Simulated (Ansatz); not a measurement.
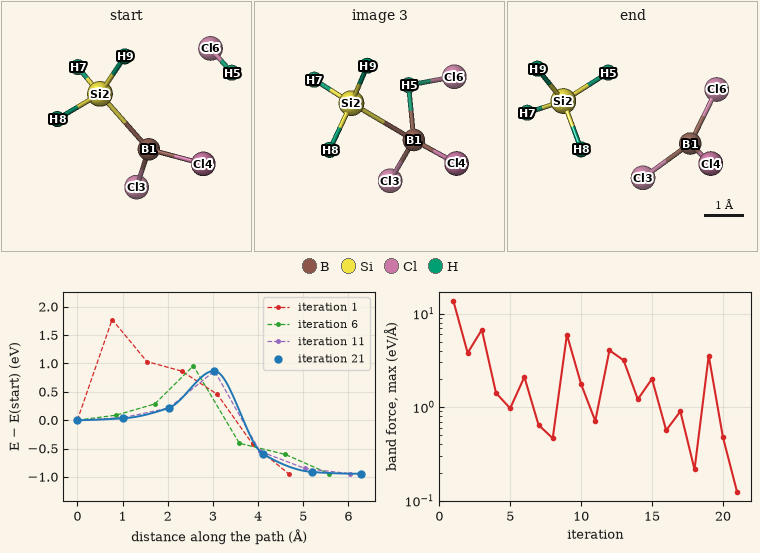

A search for the minimum-energy path of BSiH4Cl3, made up of BSiH$_{3}$Cl$_{2}$ and HCl by the nudged elastic band. Images are numbered from 0 (start) to 6 (end). The plot follows the band through its iterations. A ball-and-stick model, seen at a tilt.

Computed with Ansatz 0.2.0, RKS PBE0-D4/def2-SVP. Settings: 5 movable images; climbing image; force threshold 0.2 eV/Å; iteration limit 60; starting path through a guess of the saddle point.

> How did the profile develop, and is the result final?

The run met only a loose threshold, so the barrier can't be trusted yet. The band converged in 21 iterations. The largest component of the band force went from 14 to 0.12 eV/Å. The climbing image converged on the top of the path. Its curvatures weren't checked. The force threshold is so loose that the height of the top is at best an upper bound. The first iteration put the highest image at 1.77 eV. Forward barrier 0.87 eV, backward barrier 1.81 eV, with image 3 at the top; the reaction energy is −0.94 eV.

Limits of the set-up: the start holds two separate molecules, 2.7 Å apart at their closest, whose relative position is a soft coordinate.

The run took 4.4 min on 2 threads of Arm Neoverse V2, on a shared host, peak memory 0.26 GiB.
